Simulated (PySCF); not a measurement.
# C₆H₉B: NMR shifts at several levels of theory, part 2 of 2

PySCF 2.14.0. Atoms count from 0. Earlier steps stand in the parts before.

**6. Nuclear shieldings: HF/pcSseg-1**

Job settings and geometry (Å):

```
{"job": {"kind": "nmr", "xc": "HF", "basis": "pcSseg-1", "pop": false}, "charge": 0, "multiplicity": 1}
C     -2.484517     0.310836     0.081678
C     -1.370902     0.762708    -0.520481
B      0.075555     0.320492    -0.139339
C      1.239788     1.335208    -0.378968
C      2.527703     1.091195    -0.084642
C      0.361728    -1.090267     0.463418
C     -0.345839    -2.191058     0.158194
H     -2.438040    -0.450727     0.867469
H     -3.480746     0.698555    -0.159855
H     -1.497649     1.562535    -1.264190
H      1.006377     2.315537    -0.817268
H      3.323749     1.822816    -0.263503
H      2.845411     0.137296     0.350641
H      1.233039    -1.233533     1.117040
H     -1.206445    -2.146706    -0.517761
H     -0.082267    -3.182853     0.542874
```

With the program's defaults for keys left out, this is: GIAO HF/pcSseg-1 NMR shielding, non-relativistic, gas phase.

What it wrote:

```text
final grid: 126808 points
cycle   1  E = -256.9498217533  dE =  1.201e+00  |g| = 4.484e-01  |ddm| = 3.325e+00
cycle   2  E = -257.0260051569  dE = -7.618e-02  |g| = 1.492e-01  |ddm| = 5.635e-01
cycle   3  E = -257.0325703252  dE = -6.565e-03  |g| = 8.055e-02  |ddm| = 2.317e-01
cycle   4  E = -257.0344708810  dE = -1.901e-03  |g| = 8.627e-03  |ddm| = 7.469e-02
cycle   5  E = -257.0345045415  dE = -3.366e-05  |g| = 2.373e-03  |ddm| = 1.491e-02
cycle   6  E = -257.0345083424  dE = -3.801e-06  |g| = 9.023e-04  |ddm| = 3.946e-03
cycle   7  E = -257.0345088566  dE = -5.142e-07  |g| = 3.201e-04  |ddm| = 1.619e-03
cycle   8  E = -257.0345089244  dE = -6.780e-08  |g| = 1.001e-04  |ddm| = 6.859e-04
cycle   9  E = -257.0345089302  dE = -5.821e-09  |g| = 3.637e-05  |ddm| = 1.967e-04
cycle  10  E = -257.0345089310  dE = -7.747e-10  |g| = 9.019e-06  |ddm| = 8.334e-05
converged SCF energy = -257.0345089310

GIAO shielding tensors (ppm)
atom      isotropic    diamagn.    paramagn.     s11        s22        s33       span
  0 C       39.665     255.275    -215.610    -99.012     50.436    167.572    266.584
  1 C       42.391     260.365    -217.974    -98.007     48.630    176.548    274.555
  2 B       59.057     188.361    -129.303     24.232     30.155    122.784     98.552
  3 C       44.077     259.799    -215.723    -94.107     47.277    179.061    273.168
  4 C       39.560     254.387    -214.827   -106.252     55.330    169.602    275.854
  5 C       46.826     260.925    -214.099    -96.147     50.002    186.623    282.770
  6 C       41.539     255.633    -214.094    -96.310     53.364    167.562    263.872
  7 H       25.255      32.736      -7.481     21.396     24.718     29.653      8.257
  8 H       25.211      28.889      -3.678     22.363     24.541     28.729      6.366
  9 H       24.986      32.204      -7.218     21.831     24.320     28.808      6.977
 10 H       25.047      31.877      -6.830     21.958     24.046     29.138      7.179
 11 H       25.108      28.214      -3.106     22.179     24.202     28.943      6.764
 12 H       24.915      32.340      -7.425     22.149     23.555     29.042      6.893
 13 H       24.769      33.865      -9.096     21.233     23.627     29.448      8.215
 14 H       25.389      32.781      -7.391     21.484     24.998     29.687      8.203
 15 H       25.265      29.778      -4.513     22.264     24.628     28.902      6.638
```

Wall time 7.1 s (1 thread, shared host).

Key values: δ C0 150.6, C1 146.4, B2 56.2, H9 6.75, H7 6.50 ppm (means over like atoms).

**7. Nuclear shieldings: BP86/pcSseg-1**

The job, as its differences from that of step 6:

```diff
@@ -1,2 +1,2 @@
-{"job": {"kind": "nmr", "xc": "HF", "basis": "pcSseg-1", "pop": false}, "charge": 0, "multiplicity": 1}
+{"job": {"kind": "nmr", "xc": "BP86", "basis": "pcSseg-1", "pop": false}, "charge": 0, "multiplicity": 1}
 C     -2.484517     0.310836     0.081678
```

Level: GIAO BP86/pcSseg-1 NMR shielding, non-relativistic, gas phase.

What it wrote:

```text
coarse grid: 13184 points
cycle   1  E = -258.6398108922  dE =  3.913e-01  |g| = 6.101e-01  |ddm| = 3.529e+00
cycle   2  E = -258.4736874304  dE =  1.661e-01  |g| = 9.564e-01  |ddm| = 1.509e+00
cycle   3  E = -258.7213424304  dE = -2.477e-01  |g| = 3.107e-01  |ddm| = 1.145e+00
cycle   4  E = -258.7496416590  dE = -2.830e-02  |g| = 2.273e-02  |ddm| = 2.463e-01
cycle   5  E = -258.7497436246  dE = -1.020e-04  |g| = 1.135e-02  |ddm| = 3.612e-02
cycle   6  E = -258.7497699374  dE = -2.631e-05  |g| = 6.274e-03  |ddm| = 1.440e-02
cycle   7  E = -258.7497802820  dE = -1.034e-05  |g| = 2.096e-03  |ddm| = 5.834e-03
cycle   8  E = -258.7497814617  dE = -1.180e-06  |g| = 3.799e-04  |ddm| = 1.885e-03
final grid: 126808 points
cycle   9  E = -258.8043807330  dE = -4.188e-05  |g| = 5.855e-03  |ddm| = 3.316e-02
cycle  10  E = -258.8043696273  dE =  1.111e-05  |g| = 8.509e-03  |ddm| = 1.217e-02
cycle  11  E = -258.8043886309  dE = -1.900e-05  |g| = 2.166e-03  |ddm| = 8.073e-03
cycle  12  E = -258.8043898607  dE = -1.230e-06  |g| = 3.008e-04  |ddm| = 1.763e-03
cycle  13  E = -258.8043899045  dE = -4.377e-08  |g| = 1.435e-04  |ddm| = 3.622e-04
cycle  14  E = -258.8043899101  dE = -5.571e-09  |g| = 6.136e-05  |ddm| = 1.676e-04
cycle  15  E = -258.8043899111  dE = -1.017e-09  |g| = 1.351e-05  |ddm| = 4.971e-05
cycle  16  E = -258.8043899111  dE = -4.513e-11  |g| = 3.755e-06  |ddm| = 1.288e-05
converged SCF energy = -258.8043899111

GIAO shielding tensors (ppm)
atom      isotropic    diamagn.    paramagn.     s11        s22        s33       span
  0 C       30.544     255.485    -224.941    -78.458     17.196    152.893    231.351
  1 C       25.738     258.557    -232.819    -95.779     13.844    159.148    254.927
  2 B       44.176     191.247    -147.072      5.991     15.690    110.846    104.855
  3 C       27.406     257.771    -230.364    -92.632     11.796    163.055    255.687
  4 C       30.730     254.631    -223.901    -87.048     23.924    155.314    242.362
  5 C       32.416     259.494    -227.077    -91.225     16.159    172.315    263.541
  6 C       32.391     255.556    -223.165    -75.579     19.907    152.845    228.424
  7 H       24.846      32.897      -8.051     21.120     24.732     28.686      7.566
  8 H       24.772      28.529      -3.757     22.540     24.646     27.130      4.589
  9 H       24.223      31.610      -7.387     20.632     24.533     27.504      6.872
 10 H       24.292      31.285      -6.993     20.677     24.441     27.758      7.082
 11 H       24.646      27.836      -3.190     22.047     24.455     27.437      5.390
 12 H       24.409      32.372      -7.963     21.790     23.713     27.723      5.933
 13 H       23.979      33.274      -9.295     20.214     23.618     28.106      7.892
 14 H       24.982      32.821      -7.839     21.280     25.007     28.660      7.380
 15 H       24.820      29.425      -4.605     22.474     24.722     27.264      4.789
```

Wall time 24 s (1 thread, shared host).

Key values: δ C1 151.2, C0 148.5, B2 51.1, H9 7.10, H7 6.52 ppm (means over like atoms).

**8. NMR shieldings: CAM-B3LYP/pcSseg-1**

The job, as its differences from that of step 7:

```diff
@@ -1,2 +1,2 @@
-{"job": {"kind": "nmr", "xc": "BP86", "basis": "pcSseg-1", "pop": false}, "charge": 0, "multiplicity": 1}
+{"job": {"kind": "nmr", "xc": "CAM-B3LYP", "basis": "pcSseg-1", "pop": false}, "charge": 0, "multiplicity": 1}
 C     -2.484517     0.310836     0.081678
```

Level: GIAO CAM-B3LYP/pcSseg-1 NMR shielding, non-relativistic, gas phase.

What it wrote:

```text
coarse grid: 13184 points
cycle   1  E = -258.5555280667  dE =  7.095e-01  |g| = 3.680e-01  |ddm| = 3.419e+00
cycle   2  E = -258.5689870781  dE = -1.346e-02  |g| = 3.253e-01  |ddm| = 5.857e-01
cycle   3  E = -258.5958764550  dE = -2.689e-02  |g| = 7.295e-02  |ddm| = 3.223e-01
cycle   4  E = -258.5970384799  dE = -1.162e-03  |g| = 3.327e-02  |ddm| = 6.911e-02
cycle   5  E = -258.5973210750  dE = -2.826e-04  |g| = 1.820e-03  |ddm| = 2.841e-02
cycle   6  E = -258.5973222336  dE = -1.159e-06  |g| = 1.122e-03  |ddm| = 2.603e-03
final grid: 126808 points
cycle   7  E = -258.6542369924  dE = -2.826e-05  |g| = 4.413e-03  |ddm| = 1.608e-02
cycle   8  E = -258.6542386366  dE = -1.644e-06  |g| = 3.773e-03  |ddm| = 5.733e-03
cycle   9  E = -258.6542421207  dE = -3.484e-06  |g| = 4.295e-04  |ddm| = 2.707e-03
cycle  10  E = -258.6542421609  dE = -4.021e-08  |g| = 2.063e-04  |ddm| = 4.617e-04
cycle  11  E = -258.6542421727  dE = -1.173e-08  |g| = 3.148e-05  |ddm| = 1.876e-04
cycle  12  E = -258.6542421730  dE = -3.105e-10  |g| = 1.764e-05  |ddm| = 3.733e-05
converged SCF energy = -258.6542421730

GIAO shielding tensors (ppm)
atom      isotropic    diamagn.    paramagn.     s11        s22        s33       span
  0 C       28.716     254.977    -226.261    -95.282     23.665    157.764    253.047
  1 C       26.459     258.817    -232.358   -104.874     20.260    163.992    268.867
  2 B       42.324     190.411    -148.087      2.455     10.935    113.583    111.128
  3 C       28.248     257.990    -229.742   -101.535     18.603    167.675    269.211
  4 C       28.891     254.088    -225.198   -103.619     30.046    160.245    263.864
  5 C       32.184     259.762    -227.578   -101.670     22.012    176.209    277.879
  6 C       30.486     255.175    -224.688    -92.532     26.250    157.742    250.274
  7 H       24.932      32.883      -7.951     21.117     24.712     28.968      7.851
  8 H       24.858      28.470      -3.612     22.354     24.608     27.613      5.259
  9 H       24.432      31.654      -7.222     20.897     24.410     27.990      7.093
 10 H       24.503      31.296      -6.792     20.973     24.239     28.298      7.325
 11 H       24.738      27.773      -3.035     21.978     24.329     27.908      5.930
 12 H       24.539      32.425      -7.886     21.815     23.658     28.145      6.330
 13 H       24.197      33.443      -9.247     20.416     23.564     28.610      8.193
 14 H       25.057      32.830      -7.774     21.241     24.974     28.954      7.712
 15 H       24.906      29.423      -4.517     22.280     24.681     27.759      5.479
```

Run time: 22 s. Hardware: 1 thread, shared host.

This run: δ C1 153.5, C0 153.1, B2 57.0, H9 6.95, H8 6.49 ppm (means over like atoms).

**9. Side by side: NMR shifts**

Shifts (ppm), means over like atoms, with basis size and wall time (the measured row can stand on another reference than the computed rows):

| run | C1 | C0 | H9 | H7 | H8 | B2 | functions | time |
| --- | --- | --- | --- | --- | --- | --- | --- | --- |
| B3LYP/pcSseg-1 | 151.9 | 149.8 | 6.94 | 6.43 | 6.42 | 54.3 | 164 | 16 s |
| OPBE/pcSseg-1 | 144.2 | 143.1 | 7.19 | 6.57 | 6.63 | 47.7 | 164 | 24 s |
| B97-2/pcSseg-1 | 147.0 | 146.9 | 6.96 | 6.48 | 6.49 | 51.6 | 164 | 15 s |
| HF/pcSseg-1 | 146.4 | 150.6 | 6.75 | 6.50 | 6.49 | 56.2 | 164 | 7.1 s |
| BP86/pcSseg-1 | 151.2 | 148.5 | 7.10 | 6.52 | 6.52 | 51.1 | 164 | 24 s |
| CAM-B3LYP/pcSseg-1 | 153.5 | 153.1 | 6.95 | 6.49 | 6.49 | 57.0 | 164 | 22 s |
| measured | – | – | – | – | – | 56.4 | – | – |

Measured: Macháček, Bühl, Fanfrlík, Hnyk, 11B NMR of BX3 and BX4-, J. Phys. Chem. A (author manuscript).

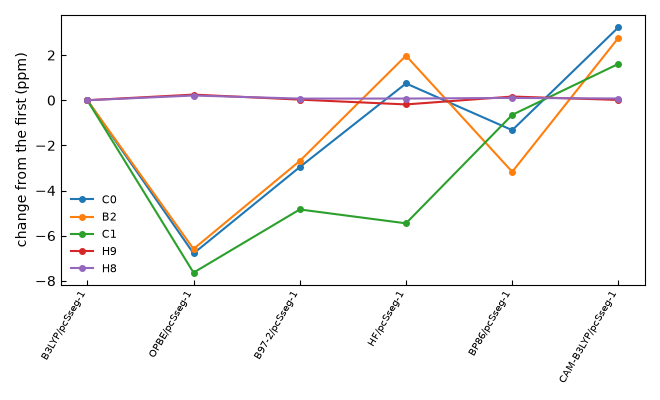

How five of the tabulated atoms move from run to run.

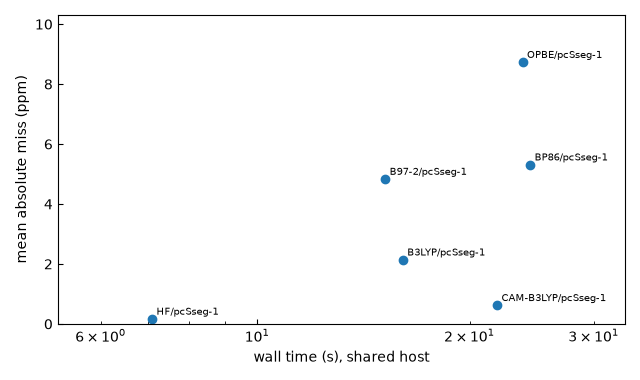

Cost against miss for the one measured ¹¹B shift.

**10. Outcome**

This closing draws on all 2 parts.

| quantity | value |
| --- | --- |
| point group | C1 |
| rotational constants (main isotopes) | 3.58, 1.93, 1.30 GHz |
| ¹³C shifts against TMS (B3LYP/pcSseg-1, means over atoms taken as alike) | 151.9, 149.8 ppm |
| ¹H shifts against TMS (B3LYP/pcSseg-1, means over atoms taken as alike) | 6.94, 6.43, 6.42 ppm |
| ¹¹B shifts against BF3·OEt2 (B3LYP/pcSseg-1) | 54.3 ppm |
| measured, and computed on the same scale | B2 δ 56.4, 54.3 ppm |
| range of the shift of C0 | 143.1 to 153.1 ppm |

In words: Single values in the summary come from the first run of each kind that ended normally (B3LYP/pcSseg-1), which need not be the best level. The optimisation took 8 steps and gained 0.065 eV; among the close pairs (by a distance rule), C4–H12 changed most, from 1.079 to 1.096 Å. No frequency check was run at this level, so the end point may be a saddle. The most deshielded carbon is C1, C3, C5 (mean) (alkene CH), at 151.9 ppm: as expected for a trigonal carbon in a double bond. The most deshielded hydrogen is H9, H10, H13 (mean) (hydrogen on an alkene CH), at 6.94 ppm: attached to an sp2 carbon and in the plane of the double bond. At B3LYP/pcSseg-1: Shielding is most anisotropic at C1, C3, C5 (span 266 ppm, paramagnetic term -231 ppm). The one measured ¹¹B shift is missed by -2.1 ppm (computed less measured, unscaled). Vibration, temperature and solvent are missing from the calculation, and it holds one conformer, so part of the miss against the measured shifts is not the functional's. In ppm, C0 (with its like atoms) moves most: its shift spreads over 10.0 ppm, from 143.1 (OPBE/pcSseg-1) to 153.1 (CAM-B3LYP/pcSseg-1). For the one measured ¹¹B shift, HF/pcSseg-1 misses least (0.17 ppm, 7.1 s) and OPBE/pcSseg-1 most (8.73 ppm, 24 s). One molecule ranks no method: errors cancel, and vibration and temperature are missing from all runs.
